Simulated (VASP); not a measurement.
Band structure of GaSb (zinc blende). Calculation: revPBE GGA, VASP's PBE PAW potentials (set 64) (plane waves; VASP).

Unless said otherwise, spin-orbit coupling is left out, though it shifts the bands of the heavy elements here.

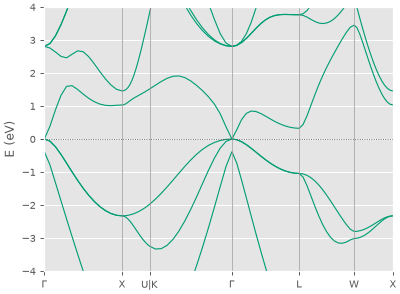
Figure: Bands along high-symmetry lines, zero at the valence-band maximum or, without a gap, the Fermi level

### Question
Read the plot: is there a gap, and where are the band edges?

### Answer
It has no gap at this level: it comes out as a metal or semimetal. (Edges off the drawn lines would not show.)

The compound is GaSb in the zinc blende structure. It was relaxed first, which changed the volume by +8 %.
